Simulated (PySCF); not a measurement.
## A study: C2H4F2, SMILES `CC(F)F`

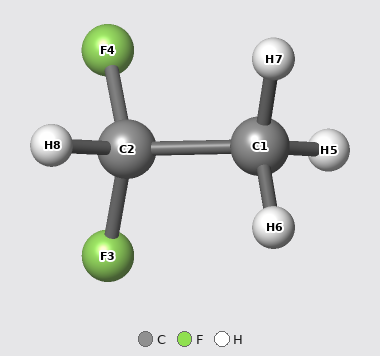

The molecule, with its atoms numbered as below. No frequency check shows the geometry to be a minimum.

Geometry (Å), atoms numbered from 1:

```
C1      -1.3839   -0.0004    0.0898
C2       0.0628   -0.0001   -0.3528
F3       0.7181   -1.0832    0.1351
F4       0.7172    1.0837    0.1350
H5      -1.4283    0.0002    1.1765
H6      -1.8783   -0.8892   -0.2914
H7      -1.8790    0.8875   -0.2915
H8       0.1941   -0.0001   -1.4464
```

### 1. Bonding charge

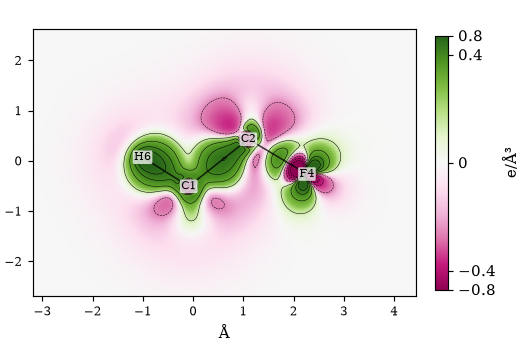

Deformation density (molecule less spherical, spin-averaged free atoms) in the plane of C1, C2, F4 and H6; colour scale in e/Å³, logarithmic beyond ±0.1; green: gain, pink: loss.

Computed with PySCF, PBE0/def2-TZVP, geometry: GFN2-xTB.

How much density has each bond in this plane gained at its critical point, relative to the free atoms?

Answer. C1–H6: +0.72 e/Å³ at the bond critical point (bond length 1.09 Å, Mayer order 1.0). C1–C2: +0.57 e/Å³ at the bond critical point (bond length 1.51 Å, Mayer order 1.0). C2–F4: +0.03 e/Å³ at the bond critical point (bond length 1.36 Å, Mayer order 1.1); up to 0.6 Å beside the axis the gain reaches +0.30 e/Å³. In all, 1.7 electrons gather in the regions of gain relative to the promolecule. A small or negative value marks a very polar bond, one between electron-rich atoms, whose free-atom densities already overlap strongly, a long bond to a heavier atom, or a closed-shell contact such as a hydrogen bond.

Where do the Hirshfeld charges lie?

Answer. The highest Hirshfeld charge is on C2 (+0.14 e), the lowest on C1 (−0.13 e).

### 2. Bond critical points

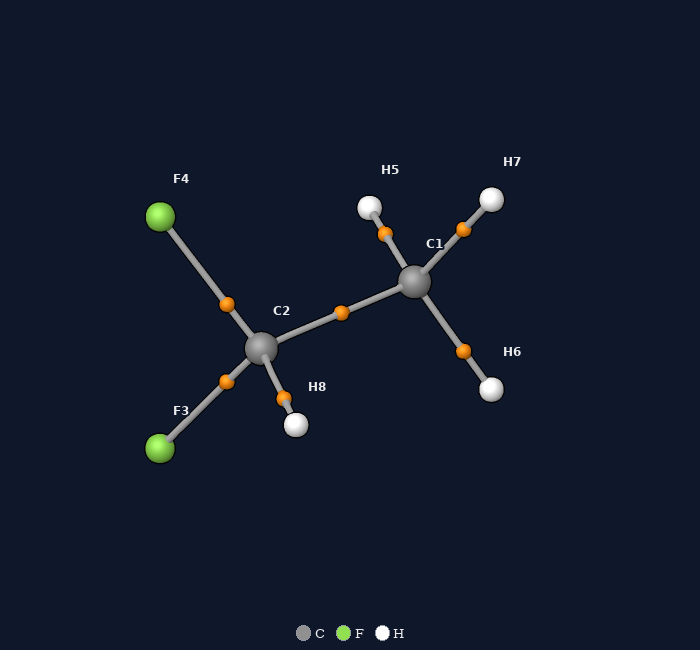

Molecular graph of the electron density (QTAIM): bond paths, bond critical points (orange), ring points (yellow, if any); weak paths are dashed.

How many critical points of each kind are there, and does the count close?

Answer. 8 nuclei, 7 bond, 0 ring and 0 cage critical points: 8 − 7 + 0 − 0 = 1, as the Poincaré–Hopf relation requires.

Tabulate density, Laplacian, ellipticity and energy density at the bond critical points (atomic units).

Answer.
```tsv
bond	length (Å)	ρ (a.u.)	∇²ρ (a.u.)	ε	H (a.u.)
C2–H8	1.101	0.293	−1.08	0.02	−0.297
C1–H7 (2 alike)	1.086	0.280	−0.97	0.01	−0.284
C1–H5	1.088	0.280	−0.96	0.00	−0.282
C2–F3 (2 alike)	1.357	0.265	−0.27	0.24	−0.407
C1–C2	1.513	0.264	−0.71	0.02	−0.238
```

What kind of interaction is C1–H7?

Answer. Shared-shell (covalent): ρ = 0.280, ∇²ρ = −0.97, H = −0.284 a.u.

### 3. Local ionisation energy

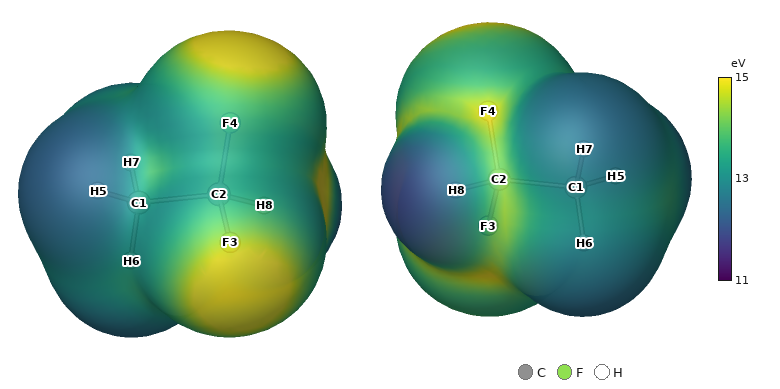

Average local ionisation energy on the surface of electron density 0.001 a.u. (back view left, front view right).

Locate the minima of the map.

Answer. The lowest value is 11.9 eV, 1.4 Å from H8. Further minima include 12.2 eV, 1.3 Å from H5; 13.3 eV, 1.7 Å from F3. For comparison, the highest occupied orbital lies at −9.6 eV.

What volume does the surface enclose, and what is the dipole moment?

Answer. About 75 Å³; the dipole moment is 2.2 D.

### 4. In an electric field

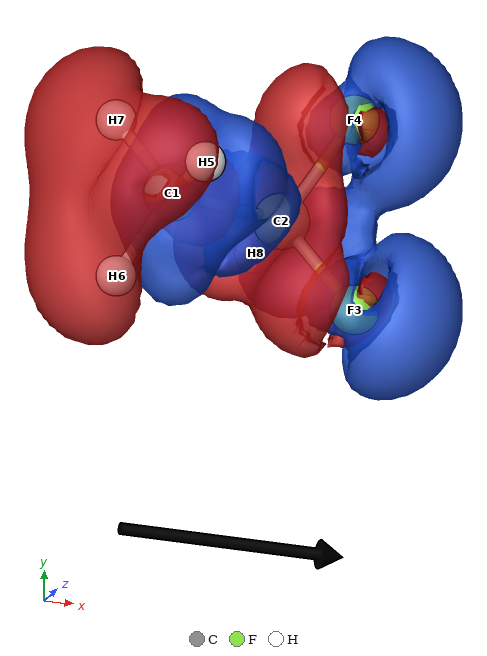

Change of the electron density in a uniform field of 0.21 V/Å along +x (arrow), surfaces at ±0.001 e/Å³ (red: gain, blue: loss).

Level of theory: PBE0/def2-TZVP (PySCF), at a geometry from GFN2-xTB. A basis without diffuse functions makes polarisabilities too small.

How large is the response?

Answer. The induced dipole is 0.29 D (along the field); α along this axis, from the fields in both directions, is 28 bohr³ (4.2 Å³).

Which atoms gain and lose the most charge?

Answer. Electrons gather most on H6 and H7 alike (Hirshfeld charge changes by −0.005 e) and leave F3 and F4 alike most (+0.005 e); 0.031 electrons are displaced in all.

### 5. Removing or adding an electron

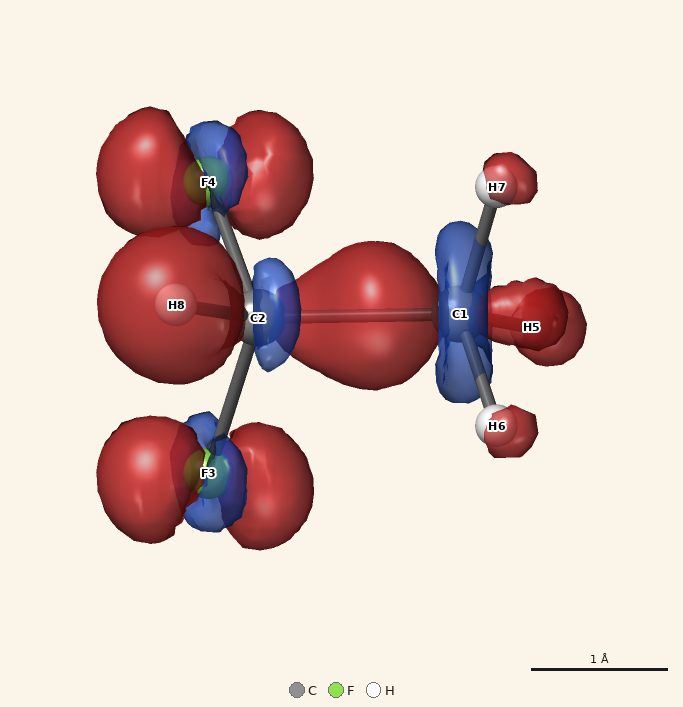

Fukui function f⁻ = ρ(N) − ρ(N−1) at fixed geometry, surfaces at ±0.06 e/Å³ (red positive, blue negative).

Level of theory: PBE0/def2-TZVP (PySCF), at a geometry from GFN2-xTB.

On which atoms does the density change most on removal of an electron?

Answer. f⁻ (Hirshfeld-condensed) is largest on F3 and F4 (0.20 each), H8 (0.15) and C2 (0.13); the vertical ionisation energy is 12.22 eV (the stability of the cation's solution wasn't checked). Condensed values hint at sites of electrophilic attack but needn't mark the atom that reacts. Orbital relaxation makes it negative in places (0.17 e in all).
